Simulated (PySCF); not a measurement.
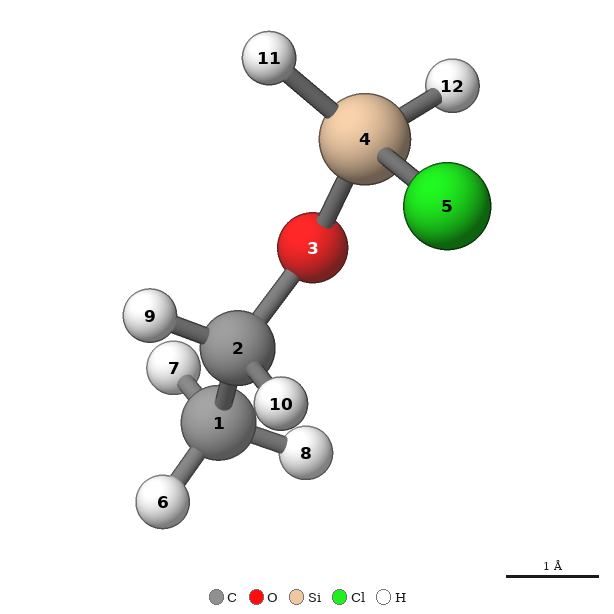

Geometry: an end point of a reaction path computed with GFN2-xTB.

Give the bond lengths.

```json
{"bond": "C1–C2", "length (Å)": "1.520", "order": "single"}
{"bond": "C1–H6", "length (Å)": "1.086", "order": "single"}
{"bond": "C1–H7", "length (Å)": "1.087", "order": "single"}
{"bond": "C1–H8", "length (Å)": "1.087", "order": "single"}
{"bond": "C2–O3", "length (Å)": "1.406", "order": "single"}
{"bond": "C2–H9", "length (Å)": "1.096", "order": "single"}
{"bond": "C2–H10", "length (Å)": "1.097", "order": "single"}
{"bond": "O3–Si4", "length (Å)": "1.610", "order": "single"}
{"bond": "Si4–Cl5", "length (Å)": "2.019", "order": "single"}
{"bond": "Si4–H11", "length (Å)": "1.461", "order": "single"}
{"bond": "Si4–H12", "length (Å)": "1.449", "order": "single"}
```
